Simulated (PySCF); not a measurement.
# MP2/x2c-SVPall (sfX2C) run of CH5AlN− (SMILES C=[N][AlH3-])

What is the vertical ionisation energy of CH5AlN− at MP2/x2c-SVPall (sfX2C)? 

The results are computed with PySCF 2.14.0.

### Step 1. The structure to begin with

CH5AlN− has 8 atoms, charge -1, and is taken as a singlet. As SMILES, `C=[N][AlH3-]`. Geometry: a GFN2-xTB relaxation, a rough one for these elements and not checked as a minimum.

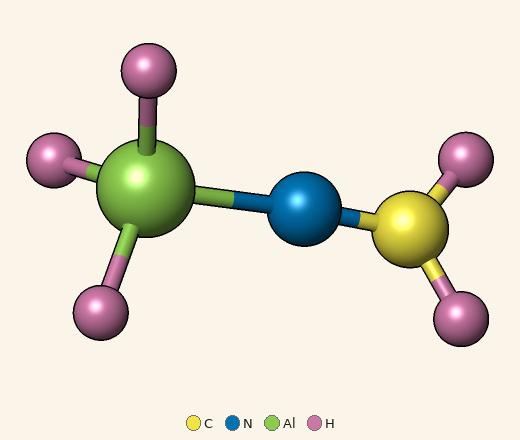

Viewed from a chosen angle; carbon yellow, nitrogen blue, aluminium green, hydrogen pink.

### Step 2. A single-point energy at MP2/x2c-SVPall (sfX2C)

The input, run.py:

```python
# C=[N][AlH3-]
from pyscf import gto, mp

molecule = gto.Mole()
molecule.atom = [
    ('C', (-0.801790, 0.941220, -1.205740)),
    ('N', (-0.209220, 0.303130, -0.333330)),
    ('Al', (0.624430, -0.733290, 0.935160)),
    ('H', (-1.404700, 0.478220, -2.018860)),
    ('H', (-0.795360, 2.052650, -1.271550)),
    ('H', (0.009940, -0.330160, 2.376980)),
    ('H', (0.368550, -2.304300, 0.642130)),
    ('H', (2.208160, -0.407470, 0.875200)),
]
molecule.basis = 'x2c-svpall'
molecule.verbose = 3
molecule.max_memory = 1860
molecule.charge = -1
molecule.build()

mf = molecule.RHF()
mf = mf.x2c()
mf.conv_tol = 1e-10
mf.kernel()
if not mf.converged:
    mf = mf.newton().run(mf.mo_coeff, mf.mo_occ)

pt = mp.MP2(mf, frozen=7).run()
e_final = pt.e_tot
print('E(%s) = %.9f' % ('MP2', e_final))
```

Command:

```
$ OMP_NUM_THREADS=1 python run.py
```

Standard output:

```text
converged SCF energy = -337.461148289874
E(RMP2) = -337.844438989958  E_corr = -0.383290700083892
E(SCS-RMP2) = -337.850727352725  E_corr = -0.389579062850966
E(MP2) = -337.844438990
```

It took 1.5 s on 1 thread of Arm Neoverse V1, shared host; peak memory 0.16 GiB.

### Step 3. Doublet neutral CH5AlN

The input, calc.py:

```python
from pyscf import gto, mp

mol = gto.M(
    atom=[
    ('C', (-0.801790, 0.941220, -1.205740)),
    ('N', (-0.209220, 0.303130, -0.333330)),
    ('Al', (0.624430, -0.733290, 0.935160)),
    ('H', (-1.404700, 0.478220, -2.018860)),
    ('H', (-0.795360, 2.052650, -1.271550)),
    ('H', (0.009940, -0.330160, 2.376980)),
    ('H', (0.368550, -2.304300, 0.642130)),
    ('H', (2.208160, -0.407470, 0.875200)),
],
    max_memory=1860,
    verbose=3,
    spin=1,
    basis='x2c-svpall',
)

hf = mol.UHF()
hf = hf.sfx2c1e()
hf.conv_tol = 1e-10
hf.kernel()
if not hf.converged:
    hf = hf.newton().run(hf.mo_coeff, hf.mo_occ)

pt = mp.MP2(hf, frozen=7).run()
e_final = pt.e_tot
print(f'total energy: {e_final:.8f} hartree')
```

Command:

```
$ OMP_NUM_THREADS=1 python calc.py
```

Standard output:

```text
converged SCF energy = -337.392724881174  <S^2> = 0.90781579  2S+1 = 2.152037
E(UMP2) = -337.726756911717  E_corr = -0.334032030543176
E(SCS-UMP2) = -337.733932236535  E_corr = -0.341207355361161
total energy: -337.72675691 hartree
```

Run time: 2.1 s. Hardware: 1 thread of Arm Neoverse V1, shared host; peak memory 0.16 GiB.

### Step 4. Summary of results

Level: MP2/x2c-SVPall (sfX2C), 7 core orbitals frozen.

```
                                                                          quantity          value
                                                     singlet CH5AlN−: total energy  -337.84444 Eh
                              singlet CH5AlN−: HOMO energy (Hartree–Fock orbitals)       -4.04 eV
                              singlet CH5AlN−: LUMO energy (Hartree–Fock orbitals)        8.69 eV
            singlet CH5AlN−: HOMO–LUMO gap (to an unbound level, set by the basis)       12.72 eV
                      singlet CH5AlN−: correlation energy (7 core orbitals frozen)     -383.3 mEh
                                              doublet neutral CH5AlN: total energy  -337.72676 Eh
                      doublet neutral CH5AlN: dipole moment (Hartree–Fock density)         8.79 D
doublet neutral CH5AlN: HOMO energy (Hartree–Fock orbitals) (highest over α and β)       -9.92 eV
 doublet neutral CH5AlN: LUMO energy (Hartree–Fock orbitals) (lowest over α and β)        0.05 eV
               doublet neutral CH5AlN: correlation energy (7 core orbitals frozen)     -334.0 mEh
                         doublet neutral CH5AlN: ⟨S²⟩ of the reference determinant          0.908
                               vertical detachment energy (to the doublet neutral)       3.202 eV
```

What this shows: Removing an electron at fixed nuclei costs 3.20 eV (309 kJ/mol). ⟨S²⟩ (doublet neutral CH5AlN) is 0.91 where a pure doublet has 0.75: the reference is spin-contaminated. Mulliken charges (doublet neutral CH5AlN) of the mean-field density run from -0.31 on H6 to +0.68 on Al3; they depend strongly on the basis.
